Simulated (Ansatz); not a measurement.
Cell of tetragonal MoSi2 (0 0 1) on 3C silicon carbide (0 0 1) (film strained to the substrate, started from cuts of the bulks and a machine-learned relaxation), relaxed at this level with a, b, gamma of the cell held:

```yaml
crystal:
  lattice:
    - [3.09707, -0.00008, -0.05706]
    - [-0.00185, 3.09464, -0.12621]
    - [-1.03182, -0.35944, 27.93036]
  atoms:
    - { symbol: C, position: [0.98004, 0.32470, 0.11219] }
    - { symbol: C, position: [0.43891, 0.78485, 0.02984] }
    - { symbol: C, position: [0.05852, 0.40111, 0.26936] }
    - { symbol: C, position: [0.51931, 0.86296, 0.19078] }
    - { symbol: C, position: [0.13701, 0.47719, 0.42655] }
    - { symbol: C, position: [0.59777, 0.93924, 0.34795] }
    - { symbol: Si, position: [0.99981, 0.84393, 0.15173] }
    - { symbol: Si, position: [0.46066, 0.30600, 0.07337] }
    - { symbol: Si, position: [0.07815, 0.92014, 0.30867] }
    - { symbol: Si, position: [0.53900, 0.38206, 0.23022] }
    - { symbol: Si, position: [0.61737, 0.45823, 0.38719] }
    - { symbol: Mo, position: [0.78739, 0.12875, 0.72646] }
    - { symbol: Si, position: [0.15676, 0.99619, 0.46595] }
    - { symbol: Si, position: [0.69078, 0.03442, 0.53332] }
    - { symbol: Mo, position: [0.21601, 0.55933, 0.58349] }
    - { symbol: Si, position: [0.73926, 0.08178, 0.63009] }
    - { symbol: Si, position: [0.26332, 0.60529, 0.67824] }
    - { symbol: Si, position: [0.31148, 0.65225, 0.77473] }
    - { symbol: Si, position: [0.83550, 0.17595, 0.82287] }
    - { symbol: Mo, position: [0.35881, 0.69865, 0.86957] }
    - { symbol: Si, position: [0.88357, 0.22271, 0.91913] }
    - { symbol: Si, position: [0.41681, 0.26488, 0.98578] }
```

Calculation: PBE (plane waves to 420 eV, PAW; Ansatz, a first-principles code). No spin–orbit coupling; the runs are not spin-polarised. Its k-point mesh 10×10×1, Fermi–Dirac width 0.05 eV.

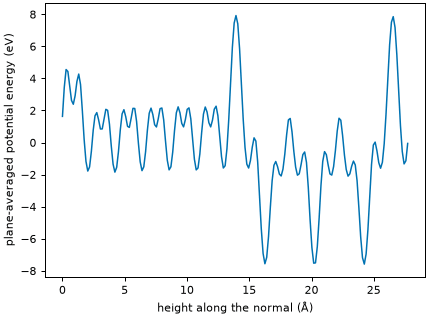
Fig. 1. Smooth (PAW) electrostatic potential energy of an electron, averaged over planes, about its mean

The curve spans 15.5 eV over the stretch drawn.
